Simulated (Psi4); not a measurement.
# Cu2 (SMILES [Cu][Cu]): BHLYP/def2-SVPD

What is the vertical singlet–triplet gap of Cu2 at BHLYP/def2-SVPD? 

The results are computed with Psi4 1.11.

15 further runs of the same task are left out: 15 that didn't finish.

### Step 1. Starting point

Cu2 has 2 atoms, charge 0, and is taken as a singlet. As SMILES, `[Cu][Cu]`. Geometry: the measured bond length.

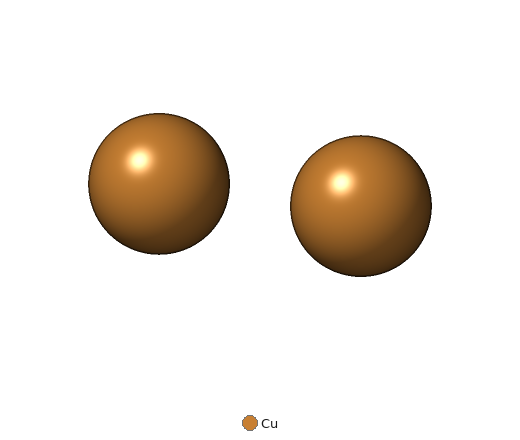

Viewed from a chosen angle; copper orange.

### Step 2. The energy at BHLYP/def2-SVPD

Contents of cu2.json:

```json
{
 "schema_name": "qcschema_input",
 "schema_version": 1,
 "molecule": {
  "schema_name": "qcschema_molecule",
  "schema_version": 2,
  "symbols": ["Cu", "Cu"],
  "geometry": [0.0, 0.0, 0.0, 0.0, 0.0, 4.19462508],
  "molecular_charge": 0,
  "molecular_multiplicity": 1,
  "fix_symmetry": "c1"
 },
 "driver": "energy",
 "model": {
  "method": "bhhlyp",
  "basis": "def2-SVPD"
 },
 "keywords": {
  "puream": true,
  "e_convergence": 1e-09,
  "d_convergence": 1e-08,
  "scf_type": "pk",
  "dft_radial_points": 99,
  "dft_spherical_points": 590,
  "scf_properties": ["MULLIKEN_CHARGES", "DIPOLE", "WIBERG_LOWDIN_INDICES"]
 }
}
```

Command:

```
$ psi4 --qcschema cu2.json -n 1 --memory 1600MB
```

stdout:

```text
[...]
  Running in c1 symmetry.
[...]
  Nuclear repulsion =  200.494676868713157
[...]
  Multiplicity = 1
[...]
  Nalpha       = 29
  Nbeta        = 29
[...]
    Number of basis functions: 68
[...]
   @RKS iter   1: -3276.63691748880410   -2.12235e+00   4.22062e-02 ADIIS/DIIS
[...]
   @RKS iter  12: -3280.44010316628282   -1.90994e-11   6.45384e-09 DIIS
[...]
    Orbital Energies [Eh]
    ---------------------
    Doubly Occupied:
       1A   -325.183363     2A   -325.183334     3A    -39.540970
       4A    -39.540953     5A    -34.604367     6A    -34.604364
       7A    -34.603283     8A    -34.603283     9A    -34.603265
      10A    -34.603265    11A     -4.523885    12A     -4.523121
      13A     -2.956112    14A     -2.949818    15A     -2.948336
      16A     -2.948336    17A     -2.947793    18A     -2.947793
      19A     -0.349592    20A     -0.338190    21A     -0.338190
      22A     -0.320329    23A     -0.320328    24A     -0.313849
      25A     -0.313849    26A     -0.302112    27A     -0.302112
      28A     -0.294507    29A     -0.216310
[...]
  @RKS Final Energy: -3280.44010316628282
   => Energetics <=
    Nuclear Repulsion Energy =            200.4946768687131566
    One-Electron Energy =               -4978.7507543495039499
    Two-Electron Energy =                1566.5691303530350069
    DFT Exchange-Correlation Energy =     -68.7531560385274645
    Empirical Dispersion Energy =           0.0000000000000000
    VV10 Nonlocal Energy =                  0.0000000000000000
    Total Energy =                      -3280.4401031662832793
[...]
 Multipole Moments:
 ------------------------------------------------------------------------------------
     Multipole            Electronic (a.u.)      Nuclear  (a.u.)        Total (a.u.)
 ------------------------------------------------------------------------------------
 L = 1.  Multiply by 2.5417464519 to convert [e a0] to [Debye]
 Dipole X            :          0.0000000            0.0000000            0.0000000
 Dipole Y            :         -0.0000000            0.0000000           -0.0000000
 Dipole Z            :         -0.0000000            0.0000000           -0.0000000
 Magnitude           :                                                    0.0000000
[...]
  Mulliken Charges: (a.u.)
   Center  Symbol    Alpha    Beta     Spin     Total
       1    CU    14.50000 14.50000  0.00000  0.00000
       2    CU    14.50000 14.50000  0.00000 -0.00000
   Total alpha = 29.00000, Total beta = 29.00000, Total charge =  0.00000
  Wiberg Bond Indices using Orthogonal Lowdin Orbitals:
[...]
```

The result, in JSON:

```text
{
 "driver": "energy",
 "model": {
  "method": "bhhlyp",
  "basis": "def2-SVPD"
 },
 "success": true,
 "return_result": -3280.440103166283,
 "properties": {
  "calcinfo_nbasis": 68,
  "calcinfo_nmo": 68,
  "calcinfo_nalpha": 29,
  "calcinfo_nbeta": 29,
  "calcinfo_natom": 2,
  "nuclear_repulsion_energy": 200.49467686871316,
  "return_energy": -3280.440103166283,
  "scf_one_electron_energy": -4978.750754349504,
  "scf_two_electron_energy": 1566.569130353035,
  "scf_xc_energy": -68.75315603852746,
  "scf_dipole_moment": [5.3723450834417024e-14, -4.489085162505014e-16, -3.063140852077595e-10],
  "scf_total_energy": -3280.440103166283,
  "scf_iterations": 12
 }
}
```

Run time: 3.3 s. Hardware: 1 thread of Intel Xeon Platinum 8488C (Sapphire Rapids), shared host; peak memory 0.42 GiB.

### Step 3. The triplet: energy and forces at UBHLYP/def2-SVPD

Contents of run.py:

```python
import psi4

psi4.set_memory(1600000000)
psi4.set_num_threads(1)
psi4.set_output_file('psi4.out', False)

m = psi4.geometry("""
0 3
Cu     0.000000     0.000000     0.000000
Cu     0.000000     0.000000     2.219700
symmetry c1
""")

psi4.set_options({
    'basis': 'def2-SVPD',
    'reference': 'uks',
    'puream': True,
    'e_convergence': 1e-09,
    'd_convergence': 1e-08,
    'scf_type': 'pk',
    'dft_radial_points': 99,
    'dft_spherical_points': 590,
    'maxiter': 100,
})

E, wfn = psi4.gradient("bhhlyp", molecule=m, return_wfn=True)
psi4.oeprop(wfn, "MULLIKEN_CHARGES", "LOWDIN_CHARGES", "WIBERG_LOWDIN_INDICES")
print('gradient / Eh bohr^-1')
print(E.np.round(6))
print(f'energy = {wfn.energy():.10f} Eh')
```

Command:

```
$ python run.py
```

psi4.out, shortened:

```text
[...]
  Running in c1 symmetry.
[...]
  Nuclear repulsion =  200.494676836270656
[...]
  Multiplicity = 3
[...]
  Nalpha       = 30
  Nbeta        = 28
[...]
    Number of basis functions: 68
[...]
   @UKS iter   1: -3276.68205194342181   -2.16749e+00   4.18483e-02 DIIS/ADIIS
[...]
   @UKS iter  14: -3280.36970860157226   -5.00222e-12   2.44503e-09 DIIS
[...]
   @S^2 Observed:                2.001855695E+00
[...]
  @UKS Final Energy: -3280.36970860157226
   => Energetics <=
    Nuclear Repulsion Energy =            200.4946768362706564
    One-Electron Energy =               -4976.6385213494650088
    Two-Electron Energy =                1564.5109918096557067
    DFT Exchange-Correlation Energy =     -68.7368558980338236
    Empirical Dispersion Energy =           0.0000000000000000
    VV10 Nonlocal Energy =                  0.0000000000000000
    Total Energy =                      -3280.3697086015722562
[...]
 Multipole Moments:
 ------------------------------------------------------------------------------------
     Multipole            Electronic (a.u.)      Nuclear  (a.u.)        Total (a.u.)
 ------------------------------------------------------------------------------------
 L = 1.  Multiply by 2.5417464519 to convert [e a0] to [Debye]
 Dipole X            :         -0.0000000            0.0000000           -0.0000000
 Dipole Y            :          0.0000000            0.0000000            0.0000000
 Dipole Z            :          0.0000000            0.0000000            0.0000000
 Magnitude           :                                                    0.0000000
[...]
  -Total Gradient:
     Atom            X                  Y                   Z
    ------   -----------------  -----------------  -----------------
       1        0.000000000000    -0.000000000000     0.032596560149
       2       -0.000000000001    -0.000000000000    -0.032596560149
[...]
  Mulliken Charges: (a.u.)
   Center  Symbol    Alpha    Beta     Spin     Total
       1    CU    15.00000 14.00000  1.00000 -0.00000
       2    CU    15.00000 14.00000  1.00000  0.00000
   Total alpha = 30.00000, Total beta = 28.00000, Total charge =  0.00000
  Lowdin Charges: (a.u.)
   Center  Symbol    Alpha    Beta     Spin     Total
       1    CU    15.00000 14.00000  1.00000 -0.00000
       2    CU    15.00000 14.00000  1.00000  0.00000
  Total alpha = 30.00000, Total beta = 28.00000, Total charge =  0.00000
[...]
```

Standard output:

```text
gradient / Eh bohr^-1
[[ 0.       -0.        0.032597]
 [-0.       -0.       -0.032597]]
energy = -3280.3697086016 Eh
```

It took 7.8 s on 1 thread of Intel Xeon Platinum 8488C (Sapphire Rapids), shared host; peak memory 0.41 GiB.

### Step 4. What came out

At BHLYP/def2-SVPD:

```
                                        quantity           value
                           singlet: total energy  -3280.44010 Eh
                          singlet: dipole moment          0.00 D
                            singlet: HOMO energy        -5.89 eV
                            singlet: LUMO energy        -1.21 eV
                          singlet: HOMO–LUMO gap         4.67 eV
                           triplet: total energy  -3280.36971 Eh
                          triplet: dipole moment          0.00 D
     triplet: HOMO energy (highest over α and β)        -4.16 eV
      triplet: LUMO energy (lowest over α and β)        -3.25 eV
                                   triplet: ⟨S²⟩           2.002
               triplet: largest force on an atom      1.676 eV/Å
vertical energy of the triplet above the singlet        1.916 eV
```

At this shape the triplet lies 1.92 eV (185 kJ/mol) above the singlet.
